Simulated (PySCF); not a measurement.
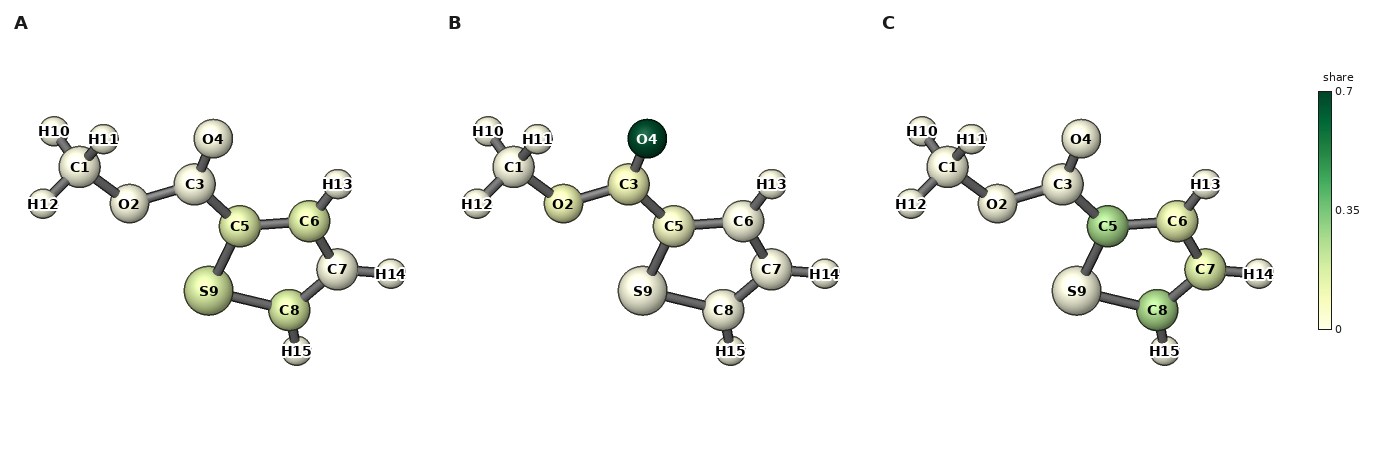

Each panel colours the atoms by their Löwdin share in one orbital (up to four of the largest shares; other atoms are shown as zero). The computed structure is the end point of a GFN2-xTB optimisation. No frequency run is at hand to confirm it as a minimum. Computed with ωB97X-D/def2-SVPD (PySCF 2.14.0).

**The panels show the HOMO−2, HOMO, LUMO, in some order. Which is which?**

A: LUMO, 0.07 eV; S9 0.16, C8 0.16, C6 0.14, C5 0.14
B: HOMO−2, −10.25 eV; O4 0.68, O2 0.10, C3 0.09, C5 0.06
C: HOMO, −9.06 eV; C5 0.27, C8 0.26, C7 0.15, C6 0.11
